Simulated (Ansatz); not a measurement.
```xyz
7

Si    0.0778    0.0002   -0.0266
F    -0.0322    0.0001    1.5780
N     1.6397    0.0003   -0.6565
H     2.1861   -0.8471   -0.7619
H     2.1893    0.8464   -0.7551
F    -0.7057    1.3146   -0.5085
F    -0.7045   -1.3145   -0.5096
```

Computed with RKS B3LYP/def2-SVP (Ansatz 0.2.0).

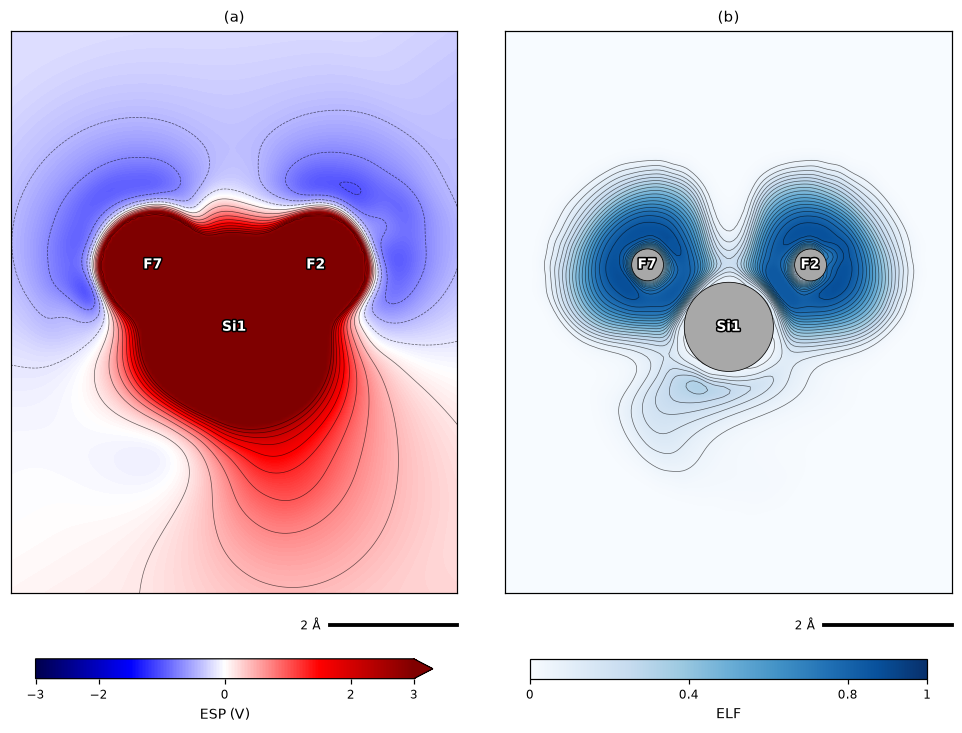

F₃H₂NSi. (a) electrostatic potential; (b) electron localisation function on the plane of atoms F2, Si1 and F7. Grey discs cover the atomic cores in the ELF map.

> What does the map show?

The section cuts through Si and F sites. Si–F (1.60 Å): the ELF peaks at about 0.85 in the valence shell of F, 0.6 Å from its nucleus, and is about 0.50 at the midpoint. The ELF also peaks beside F2 and F7, away from the bonds: lone-pair regions. Outside the dense part of the molecule the potential is most negative (−1.0 V) near F2.
